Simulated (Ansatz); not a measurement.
F···CH$_{3}$F (charge −1)

Input file:

```
crystal:
  periodic: [false, false, false]
  atoms:
    - {symbol: F, position_ang: [-0.482959, 0.231860, -2.325154]}
    - {symbol: C, position_ang: [0.121300, -0.077304, 0.408213]}
    - {symbol: F, position_ang: [-0.535476, 0.688350, 1.392950]}
    - {symbol: H, position_ang: [-0.230369, 0.162880, -0.627786]}
    - {symbol: H, position_ang: [-0.066165, -1.130917, 0.644102]}
    - {symbol: H, position_ang: [1.193669, 0.125231, 0.507675]}
basis:
  gaussian: {orbitals: "def2-TZVPPD.json"}
total_charge: -1
hamiltonian: {xc: pbe0, dispersion: d4}
output: {orbitals: {seedname: orbitals}}
```

Run with:

```sh
ansatz run in.yaml --threads 2 --pin off --events-out ev --progress --plain --max-ram 5222MiB
```

Geometry: PBE0-D4/def2-TZVP.

Method: Ansatz, RKS PBE0-D4/def2-TZVPPD.

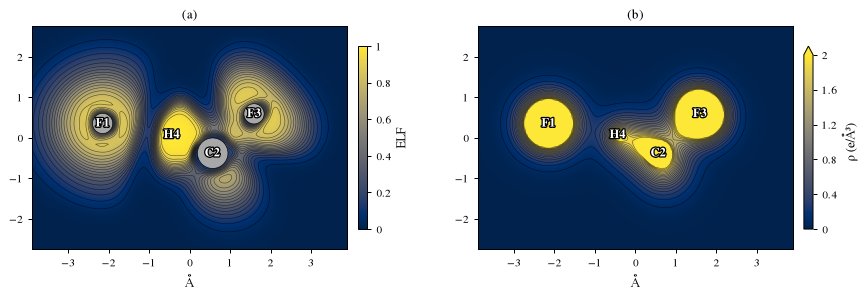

Figure 1. (a) electron localisation function; (b) electron density on the plane of atoms F3, C2 and H4. Grey discs cover the atomic cores in the ELF map.

Q: Interpret the plot.

A: Atoms in the plane: F, C and H. F1···H4 (1.72 Å): the density falls to about 0.29 e/Å³ on the way; the ELF dips to about 0.15 between them. C–F (1.41 Å): the density is about 1.9 e/Å³ at the midpoint, with its minimum of 1.5 e/Å³ about 0.5 Å from C; the ELF peaks at about 0.80 between the atoms; a polar covalent bond. C–H (1.12 Å): ρ at the midpoint is about 2.1 e/Å³; the ELF climbs to about 1 towards the hydrogen, as it does in any bond to H: an ordinary covalent bond to hydrogen. The ELF also peaks beside F3, away from the bonds: lone-pair regions.

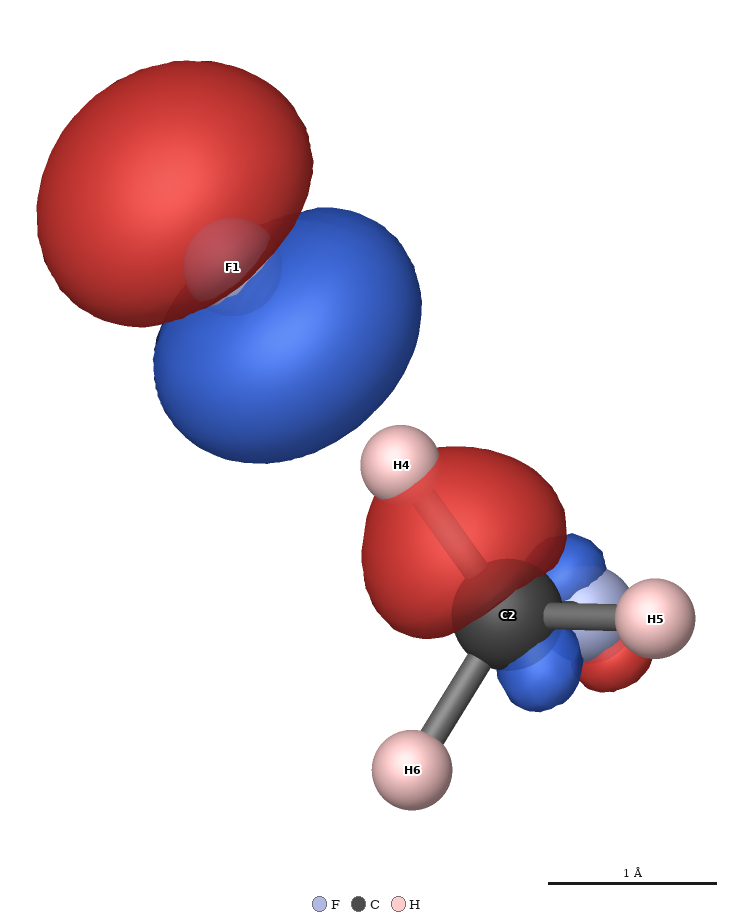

Figure 2. The HOMO at ±0.15 Å⁻³ᐟ² (red and blue are the two phases), seen at an oblique angle.

Q: Describe this orbital and give its energy.

A: It lies mainly on F1 (about 85 %) and C2 (about 5 %); largely a lone pair of F1. Its energy is −1.11 eV.

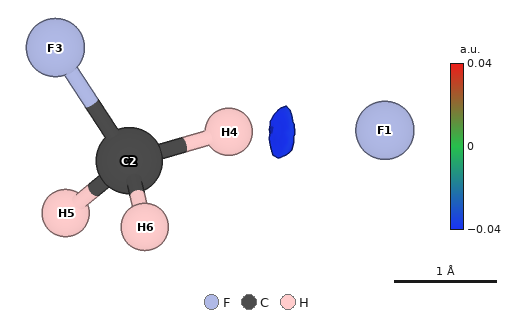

Figure 3. Non-covalent interaction (NCI) plot: the surface where the reduced density gradient is 0.4, for densities under 0.05 a.u., coloured by sign(λ₂)ρ; seen at a tilt.

Q: Identify the weak interactions.

A: H4···F1 (1.7 Å): an attractive contact (blue).
